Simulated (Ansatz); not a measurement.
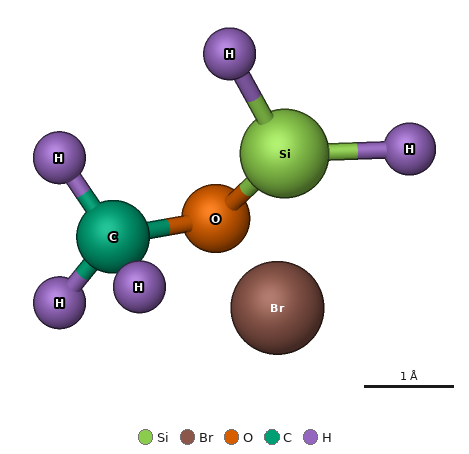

The input geometry (ball-and-stick view, seen at a tilt). Bond lengths as drawn: C–H 1.09 Å, C–O 1.39 Å, H–Si 1.44 to 1.45 Å and O–Si 1.57 Å.

**Geometry relaxation of CH₅BrOSi (part 1 of 2)**

CH₅BrOSi, computed with RKS PBE-D4/def2-SVP (Ansatz 0.2.0).

The input holds or restrains some coordinates. It belongs to a series of runs on one base structure; here: pulled along the bonds that form and break, towards end B.

### Input file
```yaml
crystal:
  periodic: [false, false, false]
  atoms:
    - { symbol: Si, position_ang: [-0.2958, 1.0046, 0.4682] }
    - { symbol: Br, position_ang: [-0.0078, 1.0885, -2.2092] }
    - { symbol: O, position_ang: [-0.8802, -0.4271, 0.7384] }
    - { symbol: C, position_ang: [0.1479, -1.1084, 0.0881] }
    - { symbol: H, position_ang: [0.3662, -0.5796, -1.1713] }
    - { symbol: H, position_ang: [-1.2991, 2.0179, 0.6889] }
    - { symbol: H, position_ang: [1.0782, 1.2869, 0.8305] }
    - { symbol: H, position_ang: [1.0773, -1.1484, 0.6512] }
    - { symbol: H, position_ang: [-0.1869, -2.1344, -0.0848] }
basis:
  gaussian: { orbitals: def2-SVP }
hamiltonian:
  xc: pbe
  dispersion: d4
relax:
  f_tol: 0.15
  max_steps: 25
  restrain:
    - { distance: [4, 1], at: 1.51, k: 30.0 }
    - { distance: [0, 3], at: 1.87, k: 30.0 }
    - { distance: [0, 1], at: 3.61, k: 30.0 }
    - { distance: [4, 3], at: 2.37, k: 30.0 }
output:
  orbitals: {}
```

Machine: 2 threads of Arm Neoverse V2, 24 GiB of memory available, shared host.

Command:
```bash
ansatz run input.yaml --threads 2 --pin off --max-ram 3072MiB --backend cpu --events-out ev --progress --plain --runs-dir out
```

### What the program printed
```
The last accepted step is kept in [file] (removed where the run ends without a failure and the disk answers)
Engine: ansatz 0.2.0, aarch64-unknown-linux-gnu
Functional definition: PBE
  parameter kappa = 0.804
  parameter beta = 0.06672455060314922
  exchange = pbe_x(kappa = kappa, mu = beta*pi^2/3)
  correlation = pbe_c(beta = beta)
1132 factors; their error is unknown
mean field evaluation 1: about -81051.1389 eV, gradient 5.2e1 eV
mean field evaluation 2: about -81015.1388 eV, gradient 1.4e2 eV
mean field evaluation 4: about -81056.8494 eV, gradient 1.1e1 eV
mean field evaluation 8: about -81057.0908 eV, gradient 2.2e-1 eV
mean field evaluation 16: about -81056.9910 eV, gradient 1.5e-4 eV
mean field -81056.99102831 eV, -2978.7894778886 hartree, gradient 2.6e-5 eV, S^2 0.000000; 0 other end points of the search recorded, 0 dependent functions left out
the calculation of the forces begins
reference -81056.99106063 eV, -2978.7894790763 hartree; 34, 34 occupied and 69, 69 virtual orbitals, 1132 factors
relax step   1: F+E_penalty+E_count = -81057.19095830 eV  Δ(F+E_penalty+E_count) = +0.000e0 eV  max|allowed force component| = 3.891e0 eV/Å  E_restraint = 32.34519063 eV  max|allowed force component, restraints' pulls added| = 3.117e1 eV/Å  Δτ_max = 0.0000 Å  (28 SCF iters, accepted)
  distance H 4 - Br 1 = 1.9999 Å
  distance Si 0 - C 3 = 2.1923 Å
  distance Si 0 - Br 1 = 2.6942 Å
  distance H 4 - C 3 = 1.3832 Å
these checks for a lower state are left out or cut short: starts, cluster_reference, orbital_swaps, neighbouring_geometries, increment
1132 factors; their error is unknown
mean field -81055.32649006 eV, -2978.7283072362 hartree, gradient 1.2e-5 eV, S^2 0.000000; 0 other end points of the search recorded, 0 dependent functions left out
[... from here on the field's lines of each further geometry are left out, up to the last ...]
relax step   2: F+E_penalty+E_count = -81055.52519281 eV  Δ(F+E_penalty+E_count) = +1.666e0 eV  max|allowed force component| = 5.115e0 eV/Å  E_restraint = 17.01752905 eV  max|allowed force component, restraints' pulls added| = 2.170e1 eV/Å  Δτ_max = 0.1949 Å  (37 SCF iters, accepted)
relax step   3: F+E_penalty+E_count = -81054.20556530 eV  Δ(F+E_penalty+E_count) = +1.320e0 eV  max|allowed force component| = 5.543e0 eV/Å  E_restraint = 6.97899140 eV  max|allowed force component, restraints' pulls added| = 1.250e1 eV/Å  Δτ_max = 0.1949 Å  (37 SCF iters, accepted)
relax step   4: F+E_penalty+E_count = -81053.84469165 eV  Δ(F+E_penalty+E_count) = +3.609e-1 eV  max|allowed force component| = 4.808e0 eV/Å  E_restraint = 1.65227961 eV  max|allowed force component, restraints' pulls added| = 4.849e0 eV/Å  Δτ_max = 0.1949 Å  (42 SCF iters, accepted)
relax step   5: F+E_penalty+E_count = -81054.96428727 eV  Δ(F+E_penalty+E_count) = -1.120e0 eV  max|allowed force component| = 3.717e0 eV/Å  E_restraint = 0.26207804 eV  max|allowed force component, restraints' pulls added| = 3.717e0 eV/Å  Δτ_max = 0.1948 Å  (36 SCF iters, accepted)
relax step   6: F+E_penalty+E_count = -81055.85241363 eV  Δ(F+E_penalty+E_count) = -8.881e-1 eV  max|allowed force component| = 1.514e0 eV/Å  E_restraint = 0.01831652 eV  max|allowed force component, restraints' pulls added| = 1.514e0 eV/Å  Δτ_max = 0.1947 Å  (35 SCF iters, accepted)
relax step   7: F+E_penalty+E_count = -81056.31272183 eV  Δ(F+E_penalty+E_count) = -4.603e-1 eV  max|allowed force component| = 8.712e-1 eV/Å  E_restraint = 0.00667605 eV  max|allowed force component, restraints' pulls added| = 8.712e-1 eV/Å  Δτ_max = 0.1954 Å  (36 SCF iters, accepted)
relax step   8: F+E_penalty+E_count = -81056.64294620 eV  Δ(F+E_penalty+E_count) = -3.302e-1 eV  max|allowed force component| = 6.851e-1 eV/Å  E_restraint = 0.01080329 eV  max|allowed force component, restraints' pulls added| = 6.076e-1 eV/Å  Δτ_max = 0.1935 Å  (27 SCF iters, accepted)
relax step   9: F+E_penalty+E_count = -81056.86746145 eV  Δ(F+E_penalty+E_count) = -2.245e-1 eV  max|allowed force component| = 5.345e-1 eV/Å  E_restraint = 0.00969847 eV  max|allowed force component, restraints' pulls added| = 4.658e-1 eV/Å  Δτ_max = 0.1995 Å  (35 SCF iters, accepted)
relax step  10: F+E_penalty+E_count = -81056.92500454 eV  Δ(F+E_penalty+E_count) = -5.754e-2 eV  max|allowed force component| = 6.480e-1 eV/Å  E_restraint = 0.00518845 eV  max|allowed force component, restraints' pulls added| = 5.689e-1 eV/Å  Δτ_max = 0.1942 Å  (30 SCF iters, accepted)
relax step  11: F+E_penalty+E_count = -81056.96964822 eV  Δ(F+E_penalty+E_count) = -4.464e-2 eV  max|allowed force component| = 4.674e-1 eV/Å  E_restraint = 0.00899838 eV  max|allowed force component, restraints' pulls added| = 3.139e-1 eV/Å  Δτ_max = 0.1667 Å  (30 SCF iters, accepted)
relax step  12: F+E_penalty+E_count = -81056.97684421 eV  Δ(F+E_penalty+E_count) = -7.196e-3 eV  max|allowed force component| = 4.279e-1 eV/Å  E_restraint = 0.00627850 eV  max|allowed force component, restraints' pulls added| = 1.894e-1 eV/Å  Δτ_max = 0.0856 Å  (30 SCF iters, accepted)
the calculation of the forces begins
reference -81056.80897530 eV, -2978.7827875638 hartree; 34, 34 occupied and 69, 69 virtual orbitals, 1132 factors
relax step  13: F+E_penalty+E_count = -81056.98051781 eV  Δ(F+E_penalty+E_count) = -3.674e-3 eV  max|allowed force component| = 4.353e-1 eV/Å  E_restraint = 0.00509925 eV  max|allowed force component, restraints' pulls added| = 2.762e-2 eV/Å  Δτ_max = 0.0588 Å  (30 SCF iters, accepted)
  distance H 4 - Br 1 = 1.4922 Å
  distance Si 0 - C 3 = 1.8656 Å
  distance Si 0 - Br 1 = 3.6111 Å
  distance H 4 - C 3 = 2.3683 Å
1132 factors; their error is unknown
mean field evaluation 128: about -81056.8089 eV, gradient 1.0e-4 eV
```

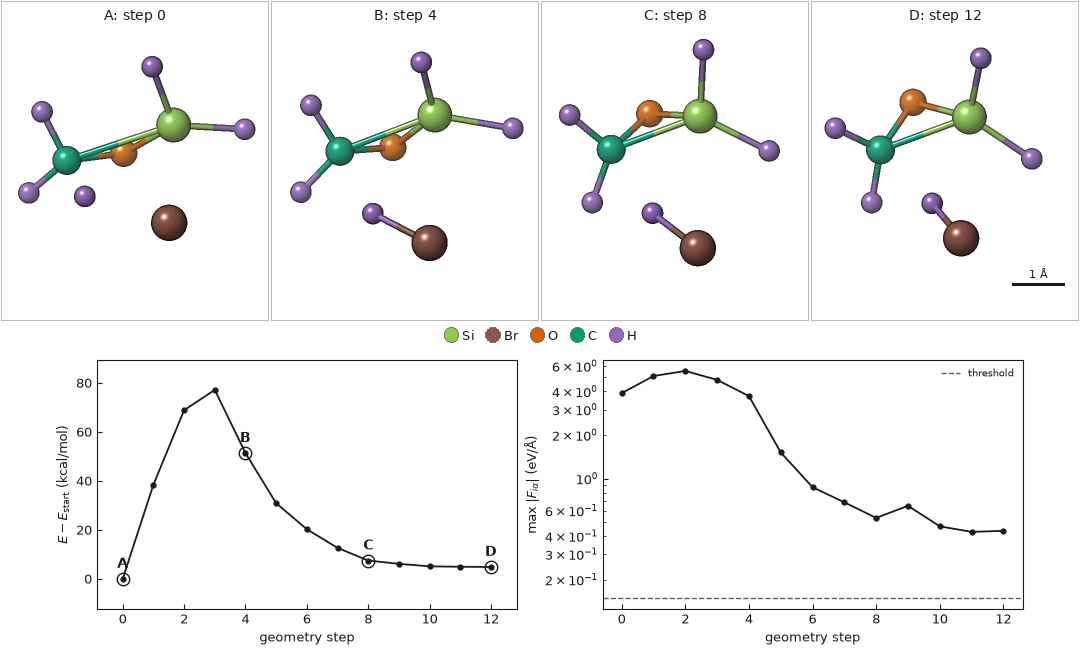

Frames of the restrained relaxation (ball-and-stick view, seen at a tilt) above the curves, on which the letters mark them (the first geometry is step 0 here and step 1 in the log).

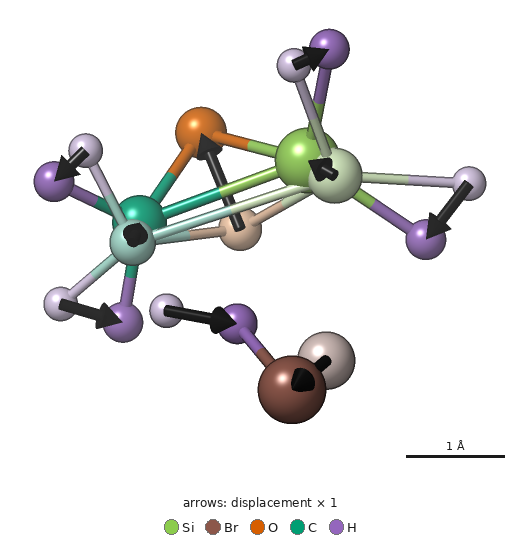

Start (faint) and end (solid) with the displacements as black arrows, at true length (ball-and-stick view, seen at a tilt). The two geometries are laid on each other by the best rigid fit. The energy rises by 4.85 kcal/mol in 12 geometry steps. Largest force component: 3.9 eV/Å at the start, 0.44 eV/Å at the end. O3 moves most after the best rigid fit: 1.12 Å. Largest moves by element: O 1.12 Å, H 0.87 Å, Br 0.79 Å, Si 0.37 Å, C 0.35 Å. Among the contacts that change: Br2–H5 2.000 → 1.492 Å, Si1–C4 2.192 → 1.866 Å, Si1–O3 1.570 → 1.712 Å, O3–C4 1.394 → 1.458 Å. New bonds form: Br2–H5 (2.00 → 1.49 Å). Among the angles that change: Si1–C4–H9 150.5° → 121.5°, C4–Si1–H7 92.2° → 120.9°, C4–Si1–H6 147.6° → 121.4°. (Atoms are counted from 1 in the order of the input.)

```
mean field -81056.80894128 eV, -2978.7827863135 hartree, gradient 6.7e-6 eV, S^2 0.000000; 1 other end points of the search recorded, 0 dependent functions left out
the calculation of the forces begins
reference -81056.80897530 eV, -2978.7827875638 hartree; 34, 34 occupied and 69, 69 virtual orbitals, 1132 factors
Total energy: -81056.98055184 eV, -2978.7890928852 hartree
Atom 0 at    -0.212463     0.747171     0.692305 Å, force     0.008012    -0.134386     0.002324 eV/Å
Atom 1 at     0.519452     0.910024    -2.840055 Å, force    -0.065295    -0.257079     0.435330 eV/Å
Atom 2 at    -0.441684    -0.601794     1.721878 Å, force    -0.000469    -0.001220     0.027622 eV/Å
Atom 3 at     0.020814    -1.084494     0.426076 Å, force    -0.023727     0.157332    -0.040364 eV/Å
Atom 4 at     0.304742     0.175526    -1.558987 Å, force     0.076433     0.235999    -0.428853 eV/Å
Atom 5 at    -1.451492     1.445363     0.242267 Å, force    -0.006875    -0.004832     0.002995 eV/Å
Atom 6 at     0.949061     1.629396     1.009789 Å, force     0.002354    -0.008679    -0.008648 eV/Å
Atom 7 at     1.035784    -1.531781     0.437712 Å, force    -0.004974     0.001562    -0.002761 eV/Å
Atom 8 at    -0.724413    -1.689411    -0.130985 Å, force     0.014540     0.011303     0.012356 eV/Å
Dipole moment:     0.014873     0.051169     0.073896 e Å
```

### Trajectory as extended XYZ (Å, eV, eV/Å), 13 frames, from step=1 to step=13
```
9
Properties=species:S:1:pos:R:3:forces:R:3 step=1 energy=-81057.19096
Si   -0.2958    1.0046    0.4682    0.3620   3.8223  -3.0799
Br   -0.0078    1.0885   -2.2092   -0.4070   0.8704   1.2878
O    -0.8802   -0.4271    0.7384   -1.5552  -1.6126   1.1416
C     0.1479   -1.1084    0.0881    1.0965  -1.8684  -3.8910
H     0.3662   -0.5796   -1.1713   -0.3760  -1.6040   3.4125
H    -1.2991    2.0179    0.6889   -0.5619   0.8164   0.3539
H     1.0782    1.2869    0.8305    0.7422   0.1157   0.4004
H     1.0773   -1.1484    0.6512    0.7058   0.0226   0.5335
H    -0.1869   -2.1344   -0.0848   -0.0065  -0.5623  -0.1589
9
Properties=species:S:1:pos:R:3:forces:R:3 step=2 energy=-81055.52519
Si   -0.2961    0.9729    0.5958    0.2437   3.8595  -2.9895
Br    0.0242    1.0293   -2.3328   -0.2870   0.6257   1.0840
O    -0.9106   -0.4481    0.7671   -2.7045  -1.2447   2.2135
C     0.1265   -1.1151    0.1825    1.6241  -2.5988  -5.1146
H     0.3711   -0.4619   -1.3265   -0.3599  -1.1844   2.8745
H    -1.3031    2.0228    0.6937   -0.3624   0.5553   0.3478
H     1.0887    1.2856    0.8378    0.8916   0.1562   0.4332
H     1.0866   -1.1477    0.6652    0.8747   0.0252   1.1511
H    -0.1874   -2.1378   -0.0829    0.0796  -0.1940   0.0000
```
